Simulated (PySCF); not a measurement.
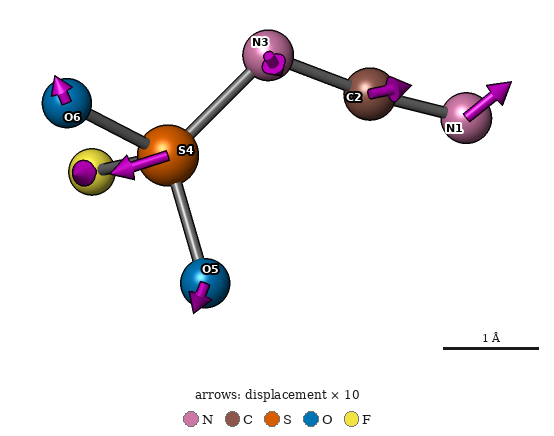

This is a relaxation of CN2SO2F (charge −1). The starting structure is drawn; purple arrows show the displacements, 10 times their true length. The two geometries are superimposed by the best rigid fit.

The picture is a ball-and-stick view, seen at a tilt.

The start comes from GFN2-xTB. Its atoms were then displaced at random by about 0.01 Å.

These are results of PBE0-D3(BJ)/def2-SVP geometry optimisation, gas phase in PySCF, not measurements. 

What happened in the run?

The largest move after the best rigid fit is that of the S atom, 0.066 Å. Largest moves by element: S 0.066 Å, N 0.063 Å, C 0.051 Å, F 0.044 Å, O 0.036 Å. Near-neighbour distances that change, for instance: N–S 1.516 → 1.575 Å, F–S 1.695 → 1.646 Å, O–S 1.431 → 1.454 Å, O–S 1.466 → 1.448 Å. Bond angles that change, for instance: C–N–S 116.1° → 120.2°, N–S–O 120.0° → 116.3°, O–S–O 115.8° → 119.4°. The energy falls by 5.22 kcal/mol in 7 geometry steps.

Limits of the set-up: the basis has no diffuse functions, which an anion needs.
